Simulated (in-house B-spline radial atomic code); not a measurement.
```
Z = 13
electrons = 12.0
configuration = [Ne] 3s2
hamiltonian = nr
method = pbe,pbe
lmax = 9
wall_radius = 4
spin_polarised = False
box_radius = 4
intervals = 42
```

Launched with:
```bash
python run_gw.py task.json out
```

All-electron spherical atom, non-relativistic, PBE start, no spin-orbit coupling, Breit or QED terms; computed with a B-spline radial code, inside a hard wall of radius 4 bohr. The quasi-particle equation is solved at full frequency; levels of low quasi-particle weight Z are left out.

Parts of the G₀W₀ correction to each level for Al II (Al⁺):

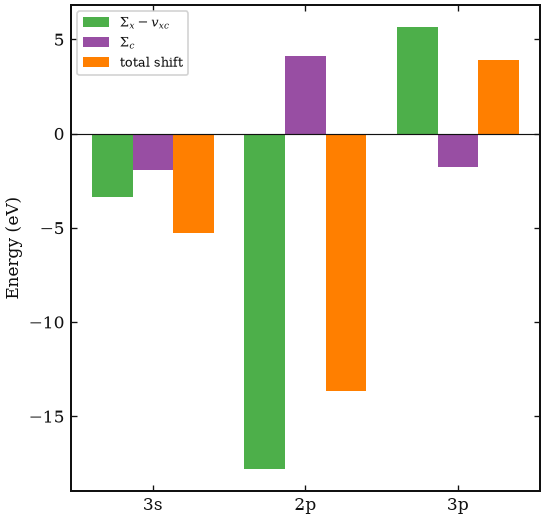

G₀W₀ moves the highest occupied level, 3s, from −11.45 to −16.72 eV (renormalisation factor Z = 0.94). The empty level 3p goes from −4.07 to −0.16 eV.

```csv
Level,Mean field (eV),Σx − vxc (eV),Σc (eV),Z,G₀W₀ (eV)
3s,−11.45,−3.36,−1.91,0.94,−16.72
2p,−75.02,−17.82,4.14,0.89,−88.70
3p,−4.07,5.67,−1.76,0.91,−0.16
```
